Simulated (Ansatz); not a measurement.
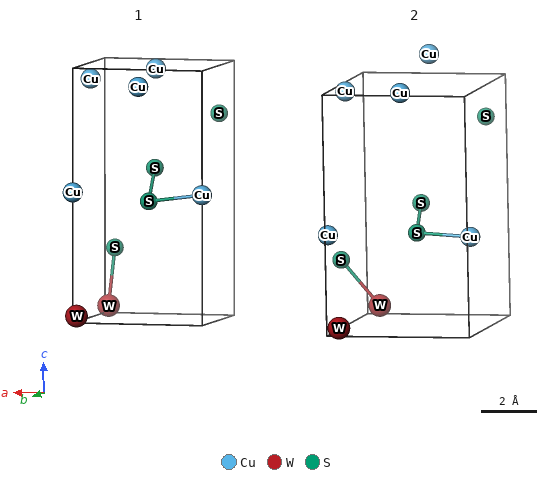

Two geometries of crystalline Cu₄WS₄ (a generated structure, set up in P1) (coarse preliminary run), drawn at one scale. One is the start of a relaxation, the other its converged end. A ball-and-stick model of the cell of the calculation, seen from a free direction.

These are results of DFT PBE, scalar-relativistic, plane waves, PAW in Ansatz, not measurements. Set-up: plane-wave cutoff 420 eV; k-point mesh 4 × 4 × 2; occupations gaussian; smearing width 0.1 eV; no spin polarisation; cell and atoms relaxed; force threshold 0.04 eV/Å; at most 70 steps.

Q: Which one is relaxed?

A: Structure 2 is the relaxed one. The largest move relative to the cell is that of an S atom, 1.53 Å roughly along [2 1 0]. By element the largest moves are S 1.53 Å, Cu 1.37 Å, W 0.55 Å. The drawn cell changes as follows: a 4.887 → 5.407 Å (+10.6 %), b 4.898 → 5.087 Å (+3.9 %), c 9.430 → 8.904 Å (−5.6 %), α 89.9° → 100.2°, β 87.7° → 88.5°, γ 63.5° → 59.5°; the volume changes by +1.9 %. Near-neighbour distances that change, for instance: Cu–S 4.676 → 2.391 Å, Cu–S 4.038 → 2.316 Å, Cu–S 3.756 → 2.300 Å, Cu–S 2.768 → 3.912 Å. New bonds form, among them: Cu–S (3.76 → 2.30 Å), Cu–S (4.04 → 2.32 Å), Cu–S (4.68 → 2.39 Å). Bonds break, among them: Cu–S (2.77 → 3.91 Å). Bond angles that change, for instance: Cu–S–W 164.5° → 101.2°, W–Cu–S 163.5° → 137.6°, W–Cu–W 139.8° → 165.3°. The space group stays P1 (No. 1). After 25 accepted moves (32 points after the start) the energy has fallen by 107 meV per atom. Largest force component: 0.27 eV/Å at the start, 0.037 eV/Å at the end. Pressure: 0.07 GPa at the start and 0.05 GPa at the end. The line search rejected the trial steps at points 7, 11, 16, 24, 28, 30 of the run. The SCF was repeated once at an unchanged geometry on a basis and grid sized afresh for the cell, which shifted the energy by 1.4 meV per atom at most.
